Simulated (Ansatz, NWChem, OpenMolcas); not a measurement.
## A small benchmark: dipole moment

6 molecules with oxygen; the dipole moment in D, computed less measured. Shapes, held fixed at every level: PBE0-D4/def2-TZVP. No vibrational averaging. Dipoles are compared by magnitude; molecules under 1 D, whose direction can flip, are left out. Programs: Ansatz 0.2.0, NWChem 7.3.0, OpenMolcas 26.06. A level may come from different programs for different species; with the same settings they agree closely. Measured values: NIST CCCBDB.

Levels: A = B3LYP/STO-3G; B = B3LYP/6-31G* (Cartesian functions); C = B3LYP-D4/def2-TZVPP; D = wB97M-V/def2-TZVPP.

| molecule | measured | A | B | C | D |
| --- | --- | --- | --- | --- | --- |
| NOF (nitrosyl fluoride) | 1.81 | -1.48 | -0.70 | -0.42 | -0.36 |
| SO2 (sulfur dioxide) | 1.63 | -0.26 | +0.08 | +0.10 | +0.17 |
| H2CO (formaldehyde) | 2.33 | -1.05 | -0.19 | -0.02 | 0.00 |
| CHFO (SMILES O=CF) | 2.02 | -0.70 | -0.05 | +0.07 | +0.09 |
| SO2F2 (sulfuryl fluoride) | 1.12 | +0.04 | +0.06 | +0.01 | +0.04 |
| CH4O (methanol) | 1.70 | -0.33 | -0.03 | -0.06 | -0.06 |

Question: Sum up the errors.

Answer: 
| level | kind | mean error | mean absolute error | worst case |
| --- | --- | --- | --- | --- |
| B3LYP/STO-3G | global hybrid | -0.630 | 0.643 | NOF |
| B3LYP/6-31G* (Cartesian functions) | global hybrid | -0.138 | 0.185 | NOF |
| B3LYP-D4/def2-TZVPP | global hybrid | -0.053 | 0.113 | NOF |
| wB97M-V/def2-TZVPP | range-separated hybrid | -0.020 | 0.120 | NOF |

On this set B3LYP-D4/def2-TZVPP has the smallest mean absolute error and B3LYP/STO-3G the largest. B3LYP/STO-3G is too low in 5 of 6; B3LYP/6-31G* (Cartesian functions) is too low in 4 of 6. All levels miss NOF on one side, which points to its shape or to the tabulated value. The levels differ in basis as well as in method. The tabulated value of NOF is in doubt (older tables, estimates, or at odds with other calculations) and kept here. Over the 5 molecules whose values aren't doubted the mean absolute errors are A 0.476; B 0.082; C 0.052; D 0.072. The smallest two are near a tie. The set is small.

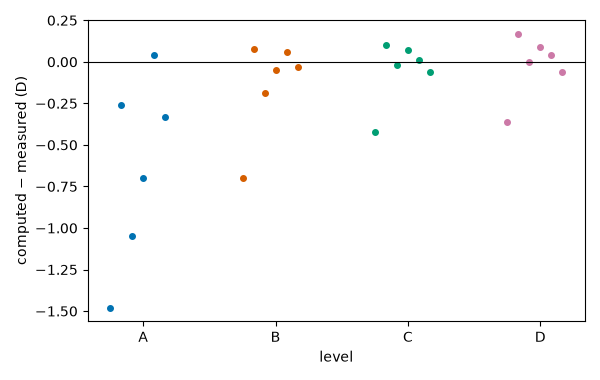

Errors of each level, one point a molecule.
